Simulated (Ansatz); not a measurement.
# C4H9Al: one species, many methods

How much do the methods differ for C4H9Al? The plan is to run it at one geometry with functionals of several rungs and with coupled cluster. The yardstick is the atomisation energy at the CCSD(T) limit.

Method: functionals in def2-TZVPP, the program's frozen cores in correlated methods; program: Ansatz 0.2.0, Gaussian basis.

Plan: LDA (SPW92), PBE-D4, revPBE-D4, BLYP-D4, r2SCAN-D4, B97M-V, PBE0-D4, B3LYP-D4, r2SCANh-D4, r2SCAN0-D4, HSE06-D4, BHLYP-D4, CAM-B3LYP-D4, LC-ωPBE, ωB97X-V, ωB97M-V, B2PLYP, PBE-QIDH; CCSD(T)/def2-SVP; CCSD(T)/def2-TZVPP; MP2/def2-QZVPP; extrapolation to the limit; RPA on PBE.

## 1. Structure used throughout

The geometry comes from an earlier relaxation with PBE0-D4 in a triple-zeta def2 set; it is a stationary point, not always the lowest conformer.

SMILES `C=[CH][Al]([CH3])[CH3]`, 14 atoms, charge 0, spin multiplicity 1.

Atoms are counted from 1 here; the program's logs count them from 0.

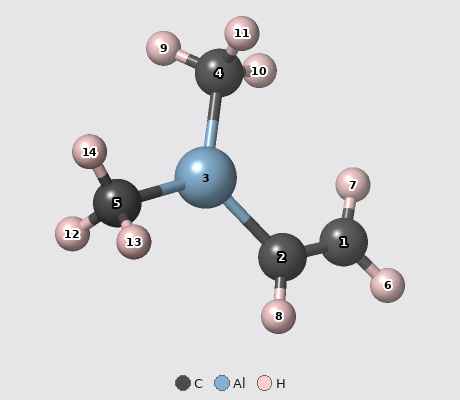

The structure; carbon dark grey, aluminium light blue, hydrogen pink; atoms are numbered from 1 in the order of the file.

## 2. LDA

This LDA is Slater exchange with PW92 correlation.

The input, in.yaml:

```yaml
crystal:
  periodic: [false, false, false]
  atoms:
    - {symbol: C, position_ang: [-2.497569, -0.026597, -0.292015]}
    - {symbol: C, position_ang: [-1.363301, 0.297544, -0.918994]}
    - {symbol: Al, position_ang: [0.377761, 0.052134, -0.075902]}
    - {symbol: C, position_ang: [0.452776, -0.686133, 1.734033]}
    - {symbol: C, position_ang: [2.005156, 0.542801, -1.042791]}
    - {symbol: H, position_ang: [-3.482604, 0.106385, -0.737321]}
    - {symbol: H, position_ang: [-2.498054, -0.445964, 0.712303]}
    - {symbol: H, position_ang: [-1.473018, 0.712807, -1.922485]}
    - {symbol: H, position_ang: [1.278479, -1.396963, 1.839984]}
    - {symbol: H, position_ang: [-0.466569, -1.191847, 2.040004]}
    - {symbol: H, position_ang: [0.639170, 0.112070, 2.462356]}
    - {symbol: H, position_ang: [2.269230, -0.241715, -1.762367]}
    - {symbol: H, position_ang: [1.876866, 1.461696, -1.623023]}
    - {symbol: H, position_ang: [2.868477, 0.674484, -0.385184]}
basis:
  gaussian: {orbitals: def2-TZVPP}
hamiltonian: {xc: lda}
output: {orbitals: {seedname: orbitals}}
```

Launch:

```bash
$ ansatz run in.yaml --threads 4 --pin off --events-out ev --progress --plain --max-ram 10444MiB
```

The runs that follow: PBE-D4 (GGA); revPBE-D4 (GGA); BLYP-D4 (GGA); r2SCAN-D4 (meta-GGA); B97M-V (meta-GGA); B3LYP-D4 (hybrid); r2SCANh-D4 (hybrid); r2SCAN0-D4 (hybrid); HSE06-D4 (hybrid); BHLYP-D4 (hybrid); CAM-B3LYP-D4 (range-separated); LC-ωPBE (range-separated); ωB97X-V (range-separated); ωB97M-V (range-separated); B2PLYP (double hybrid); PBE-QIDH (double hybrid); CCSD(T) in def2-SVP; CCSD(T) in def2-TZVPP; MP2 in def2-QZVPP; RPA on PBE orbitals.

**Question.** What will the summary of the whole plan be? Wanted: atomisation energy, CCSD(T)/CBS; farthest beyond LDA; mean size of error, GGA; mean size of error, meta-GGA; mean size of error, hybrid; mean size of error, range-separated; mean size of error, double hybrid; gap, smallest and largest; T1 diagnostic.

As calculated:

| quantity | value |
| --- | --- |
| atomisation energy, CCSD(T)/CBS | 1275.3 kcal/mol |
| functionals within 6.4 kcal/mol (0.5 %) | BLYP-D4, r2SCAN-D4, B97M-V, PBE0-D4, B3LYP-D4, r2SCANh-D4, HSE06-D4, CAM-B3LYP-D4, LC-ωPBE, ωB97X-V, ωB97M-V, PBE-QIDH |
| farthest beyond LDA | BHLYP-D4 (-25.1 kcal/mol) |
| mean size of error, GGA | 10.7 kcal/mol |
| mean size of error, meta-GGA | 5.0 kcal/mol |
| mean size of error, hybrid | 7.4 kcal/mol |
| mean size of error, range-separated | 3.1 kcal/mol |
| mean size of error, double hybrid | 7.5 kcal/mol |
| gap, smallest and largest | 4.27 eV (LDA (SPW92)), 11.45 eV (LC-ωPBE) |
| T1 diagnostic | 0.0103 |
| triples share of the correlation energy | 4.0 % |

The LDA atomisation energy is off by 155.8 kcal/mol (12 %): it overbinds. PBE-D4 is off by +18.1 kcal/mol. Double hybrids carry the basis error of their MP2 part in triple zeta, and no dispersion term here, so their miss is partly the set-up's. The rungs range-separated, meta-GGA miss on average by less than the doubt on the reference (6.4 kcal/mol), so they tie. Misses under about 6.4 kcal/mol are within the doubt on the reference itself, which lacks core-valence correlation, relativity and higher excitations. Hartree-Fock recovers 76 % of the binding; the rest is correlation. CCSD(T) in def2-SVP is off by -54.2 kcal/mol, more than most functionals: a good method in a small basis is no reference. The gap grows from 4.3 to 11.4 eV across the functionals, mostly with the share of exact exchange.
